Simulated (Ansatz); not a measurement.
## Run report: Ge2Si2H, single-point calculation

Ge2Si2H (20 atoms in the cell), computed with DFT, PBE, plane waves, PAW, no spin polarisation (Ansatz 0.2.0).

Figures and captions count atoms from 1; the log counts them from 0 in places.

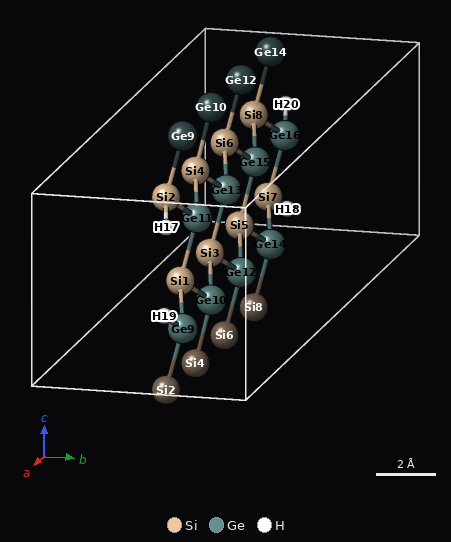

Fig. 1: The structure as given in the input (ball-and-stick view of the cell of the calculation, with the vacuum cut short, seen slightly off an axis; neighbours outside the cell are drawn fainter; atoms are numbered from 1 in the order of the input). An atom can appear more than once, as a periodic image.

Input file
```yaml
crystal:
  lattice:
    - [25.4, 0.0, 0.0]
    - [0.0, 9.9, 0.0]
    - [0.0, 0.0, 6.8293676362]
  atoms:
    - { symbol: Si, position: [0.6937614684, 0.4693667363, 0.3336952101] }
    - { symbol: Si, position: [0.769581436, 0.4695524215, 0.8379542566] }
    - { symbol: Si, position: [0.5386676888, 0.4702188224, 0.3336724197] }
    - { symbol: Si, position: [0.616329562, 0.4711765973, 0.8328168199] }
    - { symbol: Si, position: [0.383670438, 0.4711765973, 0.3328168199] }
    - { symbol: Si, position: [0.4613323112, 0.4702188224, 0.8336724197] }
    - { symbol: Si, position: [0.230418564, 0.4695524215, 0.3379542566] }
    - { symbol: Si, position: [0.3062385316, 0.4693667363, 0.8336952101] }
    - { symbol: Ge, position: [0.7693378057, 0.5293377412, 0.1614497065] }
    - { symbol: Ge, position: [0.6164438513, 0.5275137463, 0.1668342257] }
    - { symbol: Ge, position: [0.6937230575, 0.529576857, 0.6668927147] }
    - { symbol: Ge, position: [0.4613476328, 0.5297902412, 0.1661203214] }
    - { symbol: Ge, position: [0.5386523672, 0.5297902412, 0.6661203214] }
    - { symbol: Ge, position: [0.3062769425, 0.529576857, 0.1668927147] }
    - { symbol: Ge, position: [0.3835561487, 0.5275137463, 0.6668342257] }
    - { symbol: Ge, position: [0.2306621943, 0.5293377412, 0.6614497065] }
    - { symbol: H, position: [0.8196458711, 0.5037456019, 0.7312235973] }
    - { symbol: H, position: [0.1803541289, 0.5037456019, 0.2312235973] }
    - { symbol: H, position: [0.8212858082, 0.4984763682, 0.2728892372] }
    - { symbol: H, position: [0.1787141918, 0.4984763682, 0.7728892372] }
basis:
  ecutwfc: 420
  xc_grid: 4
kpoints:
  mp_grid: { grid: [1, 1, 8] }
hamiltonian:
  xc: pbe
scf:
  occupations: { method: gaussian, width: 0.05 }
  initial_density: { chi_scale: 0.0 }
output:
  forces: true
  eigenvalues: true
  stress: true
```

Launch command:
```bash
ansatz run input.yaml --threads 4 --pin off --max-ram 11264MiB --backend cpu --events-out ev --progress --plain --runs-dir out
```

Output
```
Engine: ansatz 0.2.0, aarch64-unknown-linux-gnu
Pseudopotentials: kind: paw
Pseudopotential: Si, paw, valence charge 4, recommended cutoff 420 eV (normal), Si.paw.azcp
Pseudopotential: Ge, paw, valence charge 14, recommended cutoff 420 eV (normal), Ge.paw.azcp
Pseudopotential: H, paw, valence charge 1, recommended cutoff 420 eV (normal), H.paw.azcp
Functional definition: PBE
  parameter kappa = 0.804
  parameter beta = 0.06672455060314922
  exchange = pbe_x(kappa = kappa, mu = beta*pi^2/3)
  correlation = pbe_c(beta = beta)
Crystal: 20 atoms, lattice volume = 1717.313 Å³
Basis set: ecut = 420 eV, 33531 PW (Γ), exchange–correlation on 720×288×192 points (64 copies of the dense FFT grid, shifted against one another)
Bands: 94, of which v1, the nominal top of the filled ones, is band 74 counted from 1 (73 counted from 0)
Symmetry: 2 space group operations
Space group: Pc (ITA 7), of the structure as read, at distance tolerance 1.2e-4 Å
k-points: 5 of 8 (time reversal used)
Non-local potential: Si, projectors of the file, l = 0: 2, l = 1: 2, l = 2: 2
Non-local potential: Ge, projectors of the file, l = 0: 2, l = 1: 2, l = 2: 3, l = 3: 1
Non-local potential: H, projectors of the file, l = 0: 2, l = 1: 1
PAW form: soft (Blöchl's): semilocal exchange-correlation on the pseudo side does not see the compensation charge
PAW one-centre angular grid: Si, 110 points (default); XC on 64 Gauss nodes
PAW one-centre angular grid: Ge, 590 points (default); XC on 64 Gauss nodes
PAW one-centre angular grid: H, 110 points (default); XC on 64 Gauss nodes
Initial density: superposition of atomic densities (chi_scale 0, normalization cell)
Initial wavefunctions: pseudopotential atomic-orbital guess
Functional: x = pbe(κ = 0.804, μ = 0.2195149727645171), c = pbe(β = 0.06672455060314922)
SCF iter   1: F=—  HF=-39501.706663 eV  |F-HF|=—  |Δ(HF+E_count)|=         —  Δρ=2.18e-2  dr2=8.40e0  ethr=3.10e-3  ⟨swp⟩=7.6  Hψ=1995  notcnv=0  defer=2
preconditioner: auto → LDOS  [insulator: Δε(μ)=0.074 eV  Ē_g=7.691 eV  σ=0.050 eV  W_gap=0.71  n_scr=160 (ndim 8)  ℏωp=7.4 eV  f_vac=0.632  D(μ)=3.25/eV (n_scr^D=4)  ε∞_Penn≈1.9  β→1.0]
SCF iter   2: F=—  HF=-39499.403281 eV  |F-HF|=—  |Δ(HF+E_count)|=    2.30e0  Δρ=6.66e-3  dr2=1.12e0  ethr=3.10e-3  ⟨swp⟩=3.0  Hψ=774  notcnv=0  defer=70
SCF iter   3: F=—  HF=-39499.120168 eV  |F-HF|=—  |Δ(HF+E_count)|=   2.83e-1  Δρ=2.27e-3  dr2=2.96e-1  ethr=7.55e-4  ⟨swp⟩=3.0  Hψ=710  notcnv=0  defer=34
automatic band count: iteration 3 solves 86 bands in place of 94: the levels show a gap, and the empty bands left out lie too high to hold charge; the band table lists the bands solved (type scf.n_extra_bands for more)
SCF iter   4: F=—  HF=-39499.059878 eV  |F-HF|=—  |Δ(HF+E_count)|=   6.03e-2  Δρ=4.78e-4  dr2=9.64e-3  ethr=2.00e-4  ⟨swp⟩=3.0  Hψ=574  notcnv=0  defer=34
SCF iter   5: F=—  HF=-39499.058414 eV  |F-HF|=—  |Δ(HF+E_count)|=   1.46e-3  Δρ=1.39e-4  dr2=6.91e-4  ethr=6.51e-6  ⟨swp⟩=2.0  Hψ=566  notcnv=0  defer=34
SCF iter   6: F=—  HF=-39499.058532 eV  |F-HF|=—  |Δ(HF+E_count)|=   1.18e-4  Δρ=5.97e-5  dr2=1.44e-4  ethr=4.67e-7  ⟨swp⟩=2.4  Hψ=750  notcnv=0  defer=34
SCF iter   7: F=—  HF=-39499.058564 eV  |F-HF|=—  |Δ(HF+E_count)|=   3.17e-5  Δρ=2.20e-5  dr2=1.23e-5  ethr=9.72e-8  ⟨swp⟩=2.0  Hψ=540  notcnv=0  defer=34
SCF iter   8: F=—  HF=-39499.058578 eV  |F-HF|=—  |Δ(HF+E_count)|=   1.36e-5  Δρ=7.34e-6  dr2=1.17e-6  ethr=8.32e-9  ⟨swp⟩=2.4  Hψ=669  notcnv=0  defer=34
SCF iter   9: F=—  HF=-39499.058580 eV  |F-HF|=—  |Δ(HF+E_count)|=   2.08e-6  Δρ=2.07e-6  dr2=1.26e-7  ethr=7.93e-10  ⟨swp⟩=2.0  Hψ=757  notcnv=0  defer=34
SCF iter  10: F=-39499.058580 eV  HF=-39499.058580 eV  |F-HF|=2.05e-8  |Δ(HF+E_count)|=   1.40e-7  Δρ=8.81e-7  dr2=5.14e-8  ethr=6.76e-11  ⟨swp⟩=15.4  Hψ=1887  notcnv=0
SCF 1 converged in 10 iterations: F = -39499.058580 eV  dr2 = 5.14e-8
  greatest PAW one-centre occupation: 0.998 electrons in one spin orbital (limit 2), on the Ge atom at site 15 (counted from 0), in its partial waves of l = 2
```

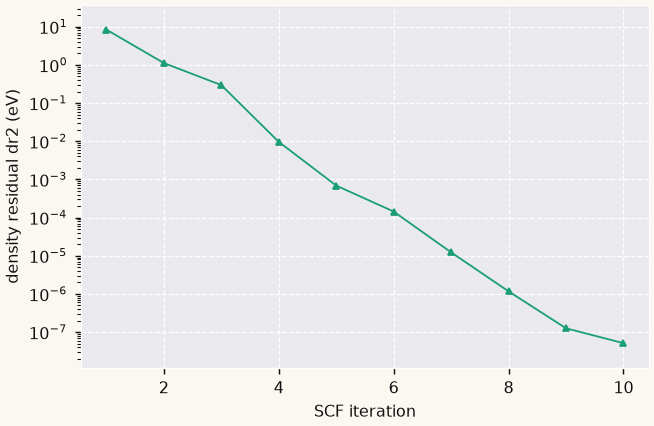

Fig. 2: Convergence of the self-consistent field: density residual dr2 against the SCF iteration. The residual falls at every step.

```
SCF converged after 10 iterations
Free energy (F): -39499.058580 eV
Harris-Foulkes:  -39499.058580 eV  (|F-HF|=2.05e-8)
Internal energy: -39499.053358 eV  (E = F + TS)
E sigma→0 (E₀):  -39499.055969 eV
Entropy (-TS):   -0.005222 eV (-0.261 meV/atom)
Fermi energy:    -2.057871 eV
--- Per-component energies (eV) ---
  E_band       = -2591.010616
  E_kinetic    = 1242.951015
  E_local      = -54990.631948  (includes V_loc(G=0)·N_el)
  E_nonlocal   = 3559.683227
  E_hartree    = 25514.239304
  E_xc         = -1065.898623
  E_vxc        = -914.240363  (∫ρ·V_xc dr)
  E_paw        = -20257.343426  (= ΣΔE_a)
  E_vpaw       = -2517.231222  (= ΣTr[D̂ρ^β])
  E_aug_tail   = -0.002185  (compensation charges beyond the density's cutoff)
  E_ewald      = 6497.949278
  E_smearing   = -0.005222  (= −TS)
  E_closure    = -0.000000  (closes the sum)
  Σ components = -39499.058580   (vs F -39499.058580, Δ=0.00e0)
--- Forces (eV/Å), atoms counted from 1 ---
  atom   1  Si     0.00225571     0.00284476    -0.00211708
  atom   2  Si     0.00479775    -0.00221708    -0.00395263
  atom   3  Si    -0.00114728    -0.00119608    -0.00095452
  atom   4  Si     0.00199124    -0.00375458    -0.00049406
  atom   5  Si    -0.00199124    -0.00375458    -0.00049406
  atom   6  Si     0.00114728    -0.00119608    -0.00095452
  atom   7  Si    -0.00479775    -0.00221708    -0.00395263
  atom   8  Si    -0.00225571     0.00284476    -0.00211708
  atom   9  Ge    -0.00153746    -0.00128298     0.00540697
  atom  10  Ge    -0.00013215     0.00423755     0.00124933
  atom  11  Ge     0.00095546    -0.00244555    -0.00068332
  atom  12  Ge     0.00029135     0.00025917     0.00122490
  atom  13  Ge    -0.00029135     0.00025917     0.00122490
  atom  14  Ge    -0.00095546    -0.00244555    -0.00068332
  atom  15  Ge     0.00013215     0.00423755     0.00124933
  atom  16  Ge     0.00153746    -0.00128298     0.00540697
  atom  17  H     -0.00297532     0.00000974     0.00129228
  atom  18  H      0.00297532     0.00000974     0.00129228
  atom  19  H     -0.00209087     0.00357916    -0.00097099
  atom  20  H      0.00209087     0.00357916    -0.00097099
  max |Σ_I F_I| component: 6.82e-5 eV/Å
--- Stress (GPa, compression-positive) ---
        0.000232       0.000000       0.000000
        0.000000       0.013960       0.000689
        0.000000       0.000689       0.004173
  P = ⅓ Tr σ = 0.0061 GPa (0.061 kbar)
--- Band table (eV; the first three rows and the last of 5) ---
  k-point 0: bands = ["-26.4782", "-26.4782", "-26.4625", "-26.4617", "-26.4594", "-26.4593", "-26.4556", "-26.4537", "-26.4518", "-26.4516", "-26.4372", "-26.4371", "-26.4355", "-26.4353", "-26.4324", "-26.4311", "-26.4308", "-26.4305", "-26.4289", "-26.4289", "-26.4276", "-26.4276", "-26.4251", "-26.4251", "-26.4006", "-26.4006", "-26.3928", "-26.3926", "-26.3915", "-26.3914", "-26.3888", "-26.3870", "-26.3863", "-26.3836", "-26.3824", "-26.3823", "-26.3813", "-26.3809", "-26.3618", "-26.3618", "-13.2248", "-12.9606", "-12.4987", "-11.8727", "-11.1807", "-11.1536", "-10.9022", "-10.6870", "-9.8783", "-9.6152", "-9.3869", "-9.3168", "-8.6143", "-7.5838", "-6.5760", "-6.5511", "-6.3946", "-5.8819", "-5.6611", "-5.4100", "-5.2310", "-4.7941", "-4.6592", "-4.6295", "-4.4569", "-4.1000", "-3.7104", "-3.5257", "-3.4179", "-3.1251", "-2.9702", "-2.7587", "-2.5855", "-2.0853", "-2.0305", "-1.6180", "-1.4267", "-1.2968", "-0.5001", "-0.4056", "-0.1091", "0.1509", "0.3563", "0.3682", "0.5896", "1.0869"]
  k-point 1: bands = ["-26.4782", "-26.4782", "-26.4623", "-26.4616", "-26.4594", "-26.4593", "-26.4556", "-26.4539", "-26.4518", "-26.4517", "-26.4372", "-26.4371", "-26.4355", "-26.4353", "-26.4324", "-26.4312", "-26.4307", "-26.4305", "-26.4289", "-26.4289", "-26.4276", "-26.4276", "-26.4251", "-26.4251", "-26.4006", "-26.4006", "-26.3929", "-26.3926", "-26.3915", "-26.3915", "-26.3890", "-26.3871", "-26.3859", "-26.3836", "-26.3823", "-26.3822", "-26.3813", "-26.3810", "-26.3618", "-26.3618", "-13.1812", "-12.9186", "-12.4605", "-11.8473", "-11.3502", "-11.2294", "-11.0710", "-10.8610", "-9.7169", "-9.5427", "-9.2437", "-9.0488", "-8.6918", "-7.6928", "-6.5840", "-6.4769", "-6.4145", "-5.7521", "-5.5907", "-5.4646", "-5.1049", "-4.7610", "-4.6998", "-4.6256", "-4.3351", "-4.0709", "-3.8719", "-3.4792", "-3.3904", "-3.3786", "-3.1578", "-2.8268", "-2.7740", "-2.4700", "-1.6601", "-1.3653", "-1.3162", "-1.2085", "-0.5811", "-0.1846", "-0.0679", "0.0483", "0.1584", "0.3770", "0.4468", "0.6282"]
  k-point 2: bands = ["-26.4782", "-26.4782", "-26.4621", "-26.4616", "-26.4594", "-26.4593", "-26.4557", "-26.4543", "-26.4520", "-26.4518", "-26.4371", "-26.4371", "-26.4355", "-26.4354", "-26.4324", "-26.4314", "-26.4306", "-26.4304", "-26.4289", "-26.4289", "-26.4276", "-26.4276", "-26.4251", "-26.4251", "-26.4007", "-26.4007", "-26.3929", "-26.3927", "-26.3917", "-26.3916", "-26.3892", "-26.3874", "-26.3853", "-26.3835", "-26.3819", "-26.3819", "-26.3813", "-26.3812", "-26.3618", "-26.3618", "-13.0511", "-12.7932", "-12.3484", "-11.8075", "-11.7174", "-11.5393", "-11.2067", "-11.1895", "-9.5406", "-9.4186", "-8.8786", "-8.7841", "-8.4370", "-7.9586", "-6.8590", "-6.2790", "-6.1975", "-5.7364", "-5.3765", "-5.3743", "-4.8624", "-4.7471", "-4.6115", "-4.5222", "-4.2439", "-4.1227", "-4.0393", "-3.8120", "-3.5414", "-3.5044", "-3.3952", "-3.2350", "-2.8740", "-2.8561", "-1.3424", "-1.2928", "-0.8996", "-0.7877", "-0.7576", "-0.3230", "-0.1306", "0.1109", "0.1846", "0.2684", "0.4055", "0.4467"]
  k-point 4: bands = ["-26.4782", "-26.4782", "-26.4616", "-26.4616", "-26.4593", "-26.4593", "-26.4553", "-26.4553", "-26.4521", "-26.4521", "-26.4370", "-26.4370", "-26.4355", "-26.4355", "-26.4320", "-26.4320", "-26.4304", "-26.4304", "-26.4289", "-26.4289", "-26.4276", "-26.4276", "-26.4251", "-26.4251", "-26.4008", "-26.4008", "-26.3929", "-26.3929", "-26.3920", "-26.3920", "-26.3883", "-26.3883", "-26.3842", "-26.3842", "-26.3817", "-26.3817", "-26.3811", "-26.3811", "-26.3617", "-26.3617", "-12.5451", "-12.5451", "-12.3050", "-12.3050", "-11.8954", "-11.8954", "-11.4420", "-11.4420", "-9.3889", "-9.3889", "-8.6468", "-8.6468", "-7.7255", "-7.7255", "-6.9378", "-6.9378", "-5.7471", "-5.7471", "-5.0581", "-5.0581", "-4.5331", "-4.5331", "-4.4659", "-4.4659", "-4.2458", "-4.2458", "-4.1052", "-4.1052", "-3.9696", "-3.9696", "-3.5795", "-3.5795", "-3.1815", "-3.1815", "-1.1969", "-1.1969", "-0.6969", "-0.6969", "-0.3521", "-0.3521", "-0.0931", "-0.0931", "0.1021", "0.1021", "0.3334", "0.3334"]
```

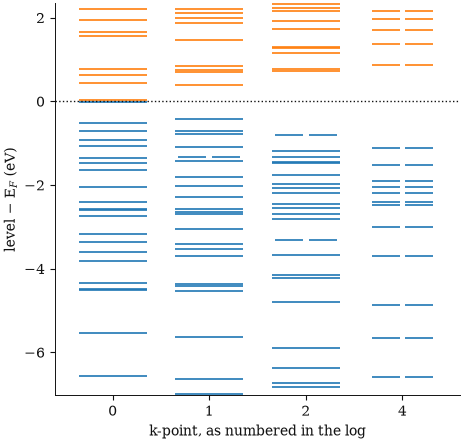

Fig. 3: Kohn–Sham levels near the Fermi level (dotted) at the few k-points that the log prints; levels within 0.02 eV of each other stand side by side. Among these points the highest filled and lowest empty levels are 0.05 eV apart, which is the gap on the mesh.

Key numbers

- outcome: converged
- electrons treated: 148
- free energy: −39499.0586 eV
- Fermi energy: −2.058 eV
- gap on the k-point mesh: 0.05 eV
- largest force (length of the vector): 0.007 eV/Å
- hardware: 4 threads of Arm Neoverse V1, 24 GiB of memory available, shared host
- wall time: 31 s (CPU time 2 min)
- peak memory: 4.2 GiB

Remarks

Settings chosen away from the usual ones: basis.xc_grid set to 4; scf.initial_density.chi_scale set to 0.0.
